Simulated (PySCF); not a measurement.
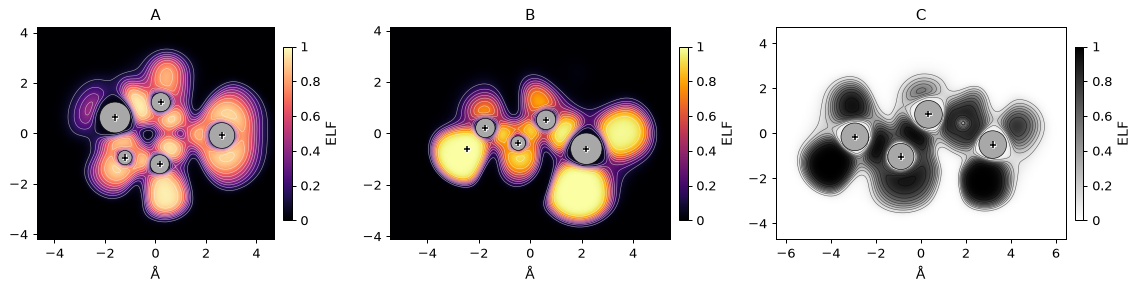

The ELF of 3 systems, each on a plane through atoms (crosses mark nuclei in the plane; grey discs cover the cores).

These are results of PBE0/pcSseg-1, SCF density, gas phase, non-relativistic in PySCF, not measurements.

System 1: C₄H₉FOSi, the plane of atoms O2, C3 and Si4. Geometry: GFN2-xTB.

```xyz
16

C     2.3329   -0.0421   -0.4228
O     1.2302    0.4789    0.2836
C     0.0218    0.5323   -0.4411
Si   -1.2621    1.2225    0.8179
C    -1.5817   -0.6641    0.8038
C    -0.7699   -0.7950   -0.4874
F    -0.0058   -1.9399   -0.5448
H     2.4963    0.5193   -1.3515
H     2.2045   -1.0998   -0.6662
H     3.1965    0.0779    0.2294
H     0.1925    0.9633   -1.4357
H    -2.3381    2.0134    0.2197
H    -0.6619    1.8031    2.0072
H    -2.5892   -1.0667    0.7404
H    -1.0631   -1.1763    1.6124
H    -1.4104   -0.8178   -1.3763
```

System 2: C₃H₇ClOSi, the plane of atoms O4, Si5 and C6. Geometry: GFN2-xTB.

```xyz
13

Cl   -2.0266   -1.5420   -0.9046
C    -0.8231   -0.6798    0.0885
C    -1.0855    0.8268    0.0320
O     0.0597    1.4903    0.4972
Si    1.4542    0.6480    0.3303
C     0.6045   -0.9147   -0.3685
H    -0.9579   -1.0351    1.1129
H    -1.9327    1.1162    0.6592
H    -1.2901    1.1344   -0.9994
H     2.0393    0.4588    1.6515
H     2.3246    1.2943   -0.6438
H     0.6502   -0.9252   -1.4575
H     0.9791   -1.8715   -0.0154
```

System 3: CH₁₁OPSi₃, the plane of atoms Si2, P5 and Si6. Geometry: GFN2-xTB.

```xyz
17

C    -0.1175    1.7379   -0.9180
Si   -0.2248    0.4200    0.4420
O    -1.7580   -0.0679    0.6364
Si   -3.0669   -0.9369    0.2237
P     1.0113   -1.3363   -0.1935
Si    3.0512   -0.4787    0.0311
H    -0.8649    2.5113   -0.7718
H    -0.2791    1.2990   -1.8995
H     0.8596    2.2111   -0.9236
H     0.0931    0.9598    1.7683
H    -4.0280   -0.5778    1.2621
H    -3.4862   -0.5096   -1.1105
H    -2.7104   -2.3538    0.2425
H     0.9831   -1.9570    1.0405
H     3.2131    0.4098    1.1869
H     3.9824   -1.5994    0.1600
H     3.3350    0.2805   -1.1864
```

### Which map belongs to which system?

Panel A is system 2, C₃H₇ClOSi: the plane holds Cl, C, O and Si. C–O (1.40 Å): the ELF peaks at about 0.85 between the atoms: a shared but strongly polarised pair. Panel B is system 1, C₄H₉FOSi: the plane holds C, O, Si and H. C–O (1.41 Å): the ELF peaks at about 0.90 between the atoms; a polar covalent bond. Panel C is system 3, CH₁₁OPSi₃: the plane holds Si and P. Si–P (2.22 Å): the ELF peaks at about 0.95 between the atoms: a covalent bond.
